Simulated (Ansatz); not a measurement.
One crystal and one scan (frozen-phonon scan) at two levels, PBE (plane waves to 420 eV, PAW, scalar-relativistic; Ansatz, a quantum-chemistry and plane-wave program) and r2SCAN (plane waves to 500 eV, PAW, scalar-relativistic; Ansatz), each from its own relaxed cell and on its own mesh. The cell shown is that of PBE.

Starting cell, PbS (rock salt):

```xyz
4
Lattice="0.0000 6.0090 6.0090 3.0045 3.0045 6.0090 3.0045 3.0045 0.0000" Properties=species:S:1:pos:R:3 pbc="T T T"
S      0.0000     0.0000     0.0000
S      3.0045     6.0090     9.0136
Pb     3.0045     9.0136     9.0136
Pb     3.0045     6.0090     6.0090
```

The atoms are displaced by Q × the pattern below (from a DFPT mode at X = (0.5, 0.5, 0.0), largest move 1; Q in Å), at fixed cell. It is one choice among 2 degenerate patterns. (q is in reciprocal vectors of the primitive cell; the cell shown is doubled to hold the pattern.)

```tsv
atom	x	y	z
S1	0.000	0.076	0.000
S2	0.000	-0.076	0.000
Pb3	0.000	1.000	0.000
Pb4	0.000	-1.000	0.000
```

PbS was relaxed with its symmetry unable to fall. Spin-orbit coupling is left out, though Pb is heavy. The PAW data are Ansatz's earlier set. Percentages come from the unrounded values.

| quantity | PBE | r2SCAN | PBE − r2SCAN |
|---|---|---|---|
| Lattice constant a (Å) | 6.009 | 5.975 | +0.034 (+0.6 %) |
| Harmonic wavenumber from the curvature (finite differences) (cm⁻¹ (negative: imaginary)) | 36 | 37 | -1 (-2 %) |

PBE gives the higher value for: lattice constant a. Both give the same shape of the curve: a single well with its minimum at or next to zero displacement. Neither level is exact: the differences show how much the result hangs on the functional.

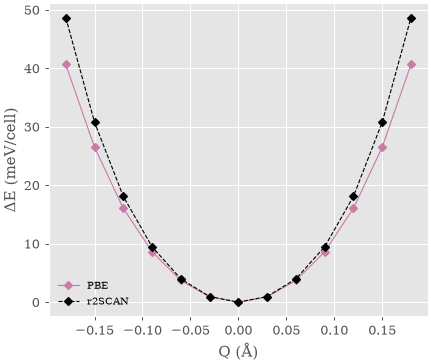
Figure: ΔE, each from the undisplaced structure of its own level.

(For displaced atoms, the force is minus the slope of the energy, and its curvature is a force constant, which sets phonon frequencies.)
